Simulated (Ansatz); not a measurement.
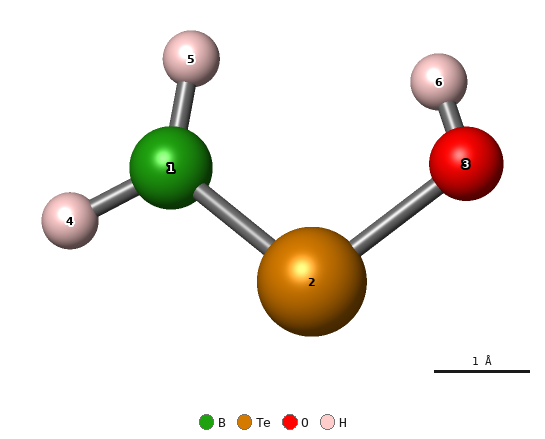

Fig. 1: The structure (ball-and-stick view, seen at a tilt; atoms are numbered from 1 in the order of the input).

Frequency calculation of BH$_{3}$TeO

The run: frequency calculation of BH$_{3}$TeO, SMILES B[Te]O. Method and program: RKS BLYP/def2-SVP (Ansatz 0.2.0).

It belongs to a series of runs on one base structure; here: vibrations at the highest image of the band. Figures and captions count atoms from 1; the log counts them from 0 in places.

What the program printed:
```
Engine: ansatz 0.2.0, aarch64-unknown-linux-gnu
Functional definition: BLYP
  parameter beta = 0.0042
  parameter a = 0.04918
  parameter b = 0.132
  parameter c = 0.2533
  parameter d = 0.349
  exchange = b88_x(beta = beta)
  correlation = lyp_c(a = a, b = b, c = c, d = d)
791 factors; their error is unknown
mean field evaluation 1: about -10046.8825 eV, gradient 7.1e1 eV
mean field evaluation 2: about -9996.5002 eV, gradient 1.5e2 eV
mean field evaluation 4: about -10054.7843 eV, gradient 4.2e1 eV
mean field evaluation 8: about -10060.1955 eV, gradient 6.2e-2 eV
mean field evaluation 16: about -10060.1764 eV, gradient 6.7e-6 eV
mean field -10060.17642151 eV, -369.7046644580 hartree, gradient 6.7e-6 eV, S^2 0.000000; 0 other end points of the search recorded, 0 dependent functions left out
the calculation of the forces begins
reference -10060.17670172 eV, -369.7046747556 hartree; 20, 20 occupied and 49, 49 virtual orbitals, 791 factors
these checks for a lower state are left out or cut short: stability, starts, cluster_reference, orbital_swaps, neighbouring_geometries, increment
791 factors; their error is unknown
mean field -10060.17626645 eV, -369.7046587596 hartree, gradient 8.2e-7 eV, S^2 0.000000; 0 other end points of the search recorded, 0 dependent functions left out
[... from here on the field's lines of each further geometry are left out, up to the last ...]
the calculation of the forces begins
reference -10060.17655894 eV, -369.7046695086 hartree; 20, 20 occupied and 49, 49 virtual orbitals, 791 factors
these checks for a lower state are left out or cut short: stability, starts, cluster_reference, orbital_swaps, neighbouring_geometries, increment
791 factors; their error is unknown
mean field -10060.17641444 eV, -369.7046641982 hartree, gradient 2.6e-6 eV, S^2 0.000000; 0 other end points of the search recorded, 0 dependent functions left out
the calculation of the forces begins
reference -10060.17669472 eV, -369.7046744983 hartree; 20, 20 occupied and 49, 49 virtual orbitals, 791 factors
WARN: phonons: modes at or below zero, which the zero-point energy, F, S and C_V leave out: 1, the lowest at -157.64 cm⁻¹. A minimum has none, and a first-order saddle one
Total energy: -10060.17670172 eV, -369.7046747556 hartree
Atom 0 at    -0.746213     0.347626    -0.799808 Å, force    -0.015448    -0.007420     0.008538 eV/Å
Atom 1 at    -0.694956    -0.715306     1.016469 Å, force    -0.015471    -0.006087     0.006798 eV/Å
Atom 2 at     1.287111    -0.699938     1.534762 Å, force     0.000580    -0.014032     0.021113 eV/Å
Atom 3 at    -1.849794     0.455662    -1.285495 Å, force     0.009575     0.007990    -0.011139 eV/Å
Atom 4 at     0.255785     0.805223    -1.298240 Å, force     0.005939    -0.000316     0.001744 eV/Å
Atom 5 at     1.748078    -0.193258     0.832312 Å, force     0.014824     0.019865    -0.027053 eV/Å
Dipole moment:    -0.115908     0.045172    -0.099949 e Å
Vibrations: -157.64 170.06 434.31 541.54 577.64 623.93 796.71 984.45 1083.26 2514.71 2634.77 3630.10 cm⁻¹, zero-point energy 0.867362 eV
```

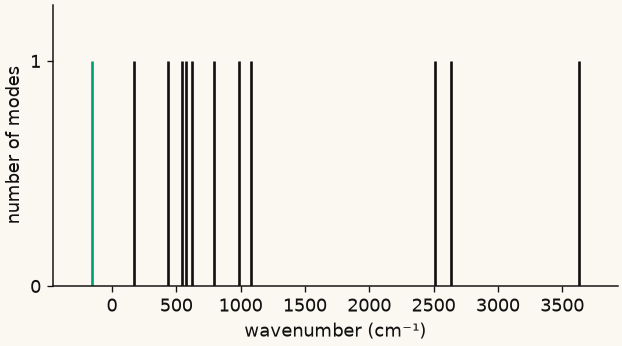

Fig. 2: Harmonic vibrational wavenumbers from the force constants; neighbouring modes closer than 17 cm⁻¹ are counted in one stick, and imaginary ones are drawn at negative wavenumbers. 12 modes from 157i to 3630 cm⁻¹, 1 imaginary beyond 8i (157i cm⁻¹): a first-order saddle point, if the geometry is stationary.

This output came from the following input.

The input:
```yaml
crystal:
  periodic: [false, false, false]
  atoms:
    - { symbol: B, position_ang: [-0.746213, 0.347626, -0.799808] }
    - { symbol: Te, position_ang: [-0.694956, -0.715306, 1.016469] }
    - { symbol: O, position_ang: [1.287111, -0.699938, 1.534762] }
    - { symbol: H, position_ang: [-1.849794, 0.455662, -1.285495] }
    - { symbol: H, position_ang: [0.255785, 0.805223, -1.29824] }
    - { symbol: H, position_ang: [1.748078, -0.193258, 0.832312] }
basis:
  gaussian: { orbitals: def2-SVP }
hamiltonian:
  xc: blyp
phonons: {}
```

Launched with:
```bash
ansatz run input.yaml --threads 1 --pin off --max-ram 2048MiB --backend cpu --events-out ev --progress --plain --runs-dir out
```

Key numbers:

| quantity | value |
| --- | --- |
| outcome | converged |
| total energy | −10060.1767 eV |
| mean-field energy | −10060.1767 eV |
| largest force (length of the vector) | 0.037 eV/Å |
| hardware | 1 thread of Arm Neoverse V2, 112 GiB of memory available, shared host |
| wall time | 32 s |
| peak memory | 0.098 GiB |
